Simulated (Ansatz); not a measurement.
# C2H5AlO (SMILES [CH3][Al]1[CH2][O]1), step by step, part 1 of 2

Wanted: a series of 18 runs (HF/STO-3G, UHF/STO-3G, HF/3-21G, UHF/3-21G, HF/6-31G*, UHF/6-31G*, B3LYP/6-31G*, PBE/def2-SVP, and more) of C2H5AlO. 

The calculation is run with Ansatz 0.2.0.

### 1 The structure to begin with

C2H5AlO: 9 atoms, total charge 0, spin state singlet. As SMILES, `[CH3][Al]1[CH2][O]1`. The shape is that of a PBE0-D4/def2-TZVP optimisation. The run starts from this shape.

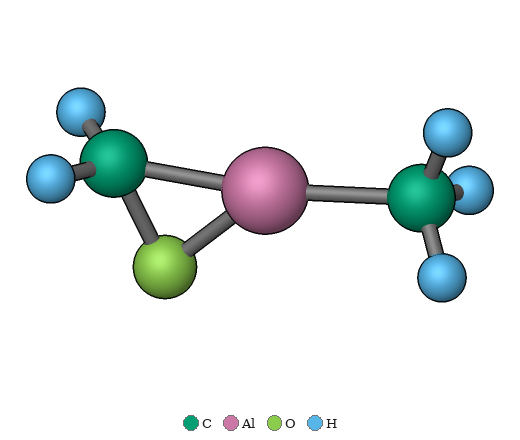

The structure, seen from a chosen angle (carbon teal, aluminium pink, oxygen green, hydrogen blue).

### 2 A structure relaxation at HF/STO-3G (start density atoms) (run 1)

Input file job.yaml:

```yaml
crystal:
  periodic: [false, false, false]
  atoms:
    - symbol: C
      position_ang: [-0.670900, 1.320200, -1.081500]
    - symbol: Al
      position_ang: [0.051300, -0.076700, 0.044200]
    - symbol: C
      position_ang: [0.678700, -1.280200, 1.349300]
    - symbol: O
      position_ang: [0.789300, -1.609500, -0.097900]
    - symbol: H
      position_ang: [0.039700, 1.575000, -1.872100]
    - symbol: H
      position_ang: [-0.900200, 2.226000, -0.517500]
    - symbol: H
      position_ang: [-1.591200, 0.976800, -1.562100]
    - symbol: H
      position_ang: [0.038500, -1.980500, 1.887700]
    - symbol: H
      position_ang: [1.653200, -1.197400, 1.832800]
basis:
  gaussian: {orbitals: STO-3G}
output: {orbitals: {seedname: orbitals}}
relax: {f_tol: 0.002}
hamiltonian: {xc: hf}
```

Launch:

```
$ ansatz run job.yaml --threads 1 --pin off --max-ram 3480MiB --events-out events.jsonl --progress --plain --runs-dir runs
```

What it wrote, cut to the lines that bear on the results:

```text
Warning: RAYON_NUM_THREADS=1 ignored (pool sized by the plan → 1); use --threads N
[...]
Functional definition: HF
  name "HF"
[...]
412 factors; integrals over basis functions are off by at most 1.1e-5 eV
[...]
mean field -10627.33653225 eV, -390.5474140928 hartree, gradient 7.2e-5 eV, S^2 0.000000; 0 other end points of the search recorded, 0 dependent functions left out
[...]
reference -10627.33653225 eV, -390.5474140928 hartree; 19, 19 occupied and 10, 10 virtual orbitals, 412 factors
relax step   1: F+E_penalty+E_count = -10627.33653225 eV  Δ(F+E_penalty+E_count) = +0.000e0 eV  max|allowed force component| = 1.988e0 eV/Å  Δτ_max = 0.0000 Å  (25 SCF iters, accepted)
[...]
relax step   6: F+E_penalty+E_count = -10627.53294901 eV  Δ(F+E_penalty+E_count) = -4.175e-4 eV  max|allowed force component| = 8.513e-3 eV/Å  Δτ_max = 0.0128 Å  (28 SCF iters, accepted)
[...]
relax step   7: F+E_penalty+E_count = -10627.53295242 eV  Δ(F+E_penalty+E_count) = -3.407e-6 eV  max|allowed force component| = 1.778e-3 eV/Å  Δτ_max = 0.0010 Å  (29 SCF iters, accepted)
412 factors; integrals over basis functions are off by at most 1.4e-5 eV
[...]
mean field -10627.53295242 eV, -390.5546324007 hartree, gradient 7.4e-6 eV, S^2 0.000000; 1 other end points of the search recorded, 0 dependent functions left out
[...]
reference -10627.53295242 eV, -390.5546324007 hartree; 19, 19 occupied and 10, 10 virtual orbitals, 412 factors
Total energy: -10627.53295242 eV, -390.5546324007 hartree
Atom 0 at    -0.645570     1.268733    -1.044286 Å, force    -0.001605     0.000626     0.000359 eV/Å
Atom 1 at     0.083400    -0.153378    -0.045912 Å, force     0.000075     0.000603    -0.000937 eV/Å
Atom 2 at     0.645515    -1.213941     1.294452 Å, force     0.001778     0.000554     0.000830 eV/Å
Atom 3 at     0.803490    -1.651204    -0.124390 Å, force    -0.000926    -0.000374    -0.000334 eV/Å
Atom 4 at     0.028589     1.585693    -1.830008 Å, force     0.001007     0.000083    -0.000580 eV/Å
Atom 5 at    -0.859028     2.135069    -0.431849 Å, force     0.000406    -0.000505     0.000214 eV/Å
Atom 6 at    -1.572767     0.975382    -1.520808 Å, force     0.000465    -0.000561     0.000451 eV/Å
Atom 7 at     0.006551    -1.880391     1.872706 Å, force     0.000517    -0.000524    -0.000109 eV/Å
Atom 8 at     1.598219    -1.112262     1.812995 Å, force    -0.001716     0.000098     0.000107 eV/Å
Dipole moment:    -0.301453     0.612972    -0.145793 e Å
```

Run time: 4.2 s. Hardware: 1 thread of Arm Neoverse V2, shared host; peak memory 0.1 GiB.

Step by step:

| step | energy from the first frame kept (eV) | largest force (eV/Å) |
| --- | --- | --- |
| 1 | 0.0000 | 2.4253 |
| 2 | -0.1744 | 0.9460 |
| 3 | -0.1921 | 0.2201 |
| 4 | -0.1948 | 0.1532 |
| 5 | -0.1960 | 0.0797 |
| 6 | -0.1964 | 0.0086 |
| 7 | -0.1964 | 0.0020 |

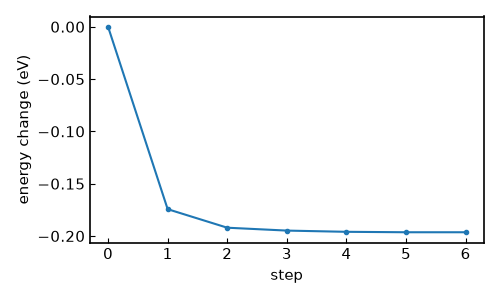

Energy along the run.

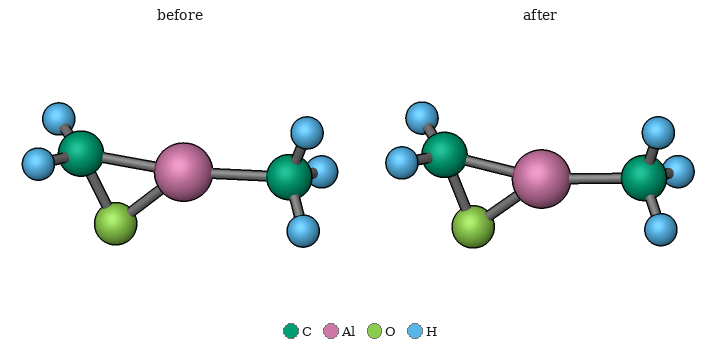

Before and after, at one scale.

After the run. Bond lengths: C1–Al2 1.884 Å, Al2–C3 1.799 Å, Al2–O4 1.664 Å, C3–O4 1.493 Å, C1–H5 1.083 Å, C1–H6 1.082 Å, C1–H7 1.083 Å, C3–H8 1.089 Å, C3–H9 1.089 Å. Some angles: C1–Al2–C3 163.8°, C1–Al2–O4 145.3°, C3–Al2–O4 50.9°, Al2–C3–O4 59.9°, Al2–O4–C3 69.3°, Al2–C1–H5 111.4°, Al2–C1–H6 112.4°, Al2–C1–H7 111.1°, Al2–C3–H8 124.9°, Al2–C3–H9 124.9°.

### 3 Vibrational wavenumbers at HF/STO-3G (start density atoms) (run 2)

Input file run.yaml:

```yaml
crystal:
  periodic: [false, false, false]
  atoms:
    - {symbol: C, position_ang: [-0.645570, 1.268733, -1.044286]}
    - {symbol: Al, position_ang: [0.083400, -0.153378, -0.045912]}
    - {symbol: C, position_ang: [0.645515, -1.213941, 1.294452]}
    - {symbol: O, position_ang: [0.803490, -1.651204, -0.124390]}
    - {symbol: H, position_ang: [0.028589, 1.585693, -1.830008]}
    - {symbol: H, position_ang: [-0.859028, 2.135069, -0.431849]}
    - {symbol: H, position_ang: [-1.572767, 0.975382, -1.520808]}
    - {symbol: H, position_ang: [0.006551, -1.880391, 1.872706]}
    - {symbol: H, position_ang: [1.598219, -1.112262, 1.812995]}
basis:
  gaussian:
    orbitals: STO-3G
total_charge: 0
hamiltonian:
  xc: hf
phonons:
  temperatures:
    t_min: 298.15
    t_max: 298.15
    t_step: 1
```

Launch:

```
$ ansatz run run.yaml --threads 1 --pin off --max-ram 3480MiB --events-out events.jsonl --progress --plain --runs-dir runs
```

What it wrote, cut to the lines that bear on the results:

```text
Warning: RAYON_NUM_THREADS=1 ignored (pool sized by the plan → 1); use --threads N
[... 2 set-up lines as earlier in the session ...]
[...]
412 factors; integrals over basis functions are off by at most 1.4e-5 eV
[...]
mean field -10627.53295472 eV, -390.5546324853 hartree, gradient 6.5e-5 eV, S^2 0.000000; 0 other end points of the search recorded, 0 dependent functions left out
[...]
reference -10627.53295472 eV, -390.5546324853 hartree; 19, 19 occupied and 10, 10 virtual orbitals, 412 factors
[...]
412 factors; integrals over basis functions are off by at most 1.4e-5 eV
[...]
mean field -10627.53273303 eV, -390.5546243383 hartree, gradient 2.1e-6 eV, S^2 0.000000; 0 other end points of the search recorded, 0 dependent functions left out
[...]
reference -10627.53273303 eV, -390.5546243383 hartree; 19, 19 occupied and 10, 10 virtual orbitals, 412 factors
[...]
412 factors; integrals over basis functions are off by at most 1.4e-5 eV
[...]
WARN: phonons: modes at or below zero, which the zero-point energy, F, S and C_V leave out: 1, the lowest at -10.73 cm⁻¹. A minimum has none, and a first-order saddle one
[...]
Atom 0 at    -0.645570     1.268733    -1.044286 Å, force    -0.001616     0.000652     0.000338 eV/Å
Atom 1 at     0.083400    -0.153378    -0.045912 Å, force     0.000094     0.000573    -0.000888 eV/Å
Atom 2 at     0.645515    -1.213941     1.294452 Å, force     0.001751     0.000567     0.000792 eV/Å
Atom 3 at     0.803490    -1.651204    -0.124390 Å, force    -0.000923    -0.000381    -0.000330 eV/Å
Atom 4 at     0.028589     1.585693    -1.830008 Å, force     0.001010     0.000080    -0.000581 eV/Å
Atom 5 at    -0.859028     2.135069    -0.431849 Å, force     0.000406    -0.000506     0.000219 eV/Å
Atom 6 at    -1.572767     0.975382    -1.520808 Å, force     0.000460    -0.000563     0.000449 eV/Å
Atom 7 at     0.006551    -1.880391     1.872706 Å, force     0.000520    -0.000522    -0.000112 eV/Å
Atom 8 at     1.598219    -1.112262     1.812995 Å, force    -0.001703     0.000100     0.000113 eV/Å
Dipole moment:    -0.301453     0.612972    -0.145792 e Å
Vibrations: -10.73 192.78 195.47 688.81 827.95 901.46 922.94 952.76 1091.22 1279.68 1296.44 1402.27 1652.82 1849.10 1854.93 1857.74 3524.44 3554.44 3652.51 3732.86 3739.42 cm⁻¹, zero-point energy 2.180265 eV
```

Wall time 17 s (1 thread of Arm Neoverse V2, shared host); peak memory 0.083 GiB.

Runs 3 to 12 aren't shown in full; the table further down has their settings and results.

(Continued in part 2 of 2.)
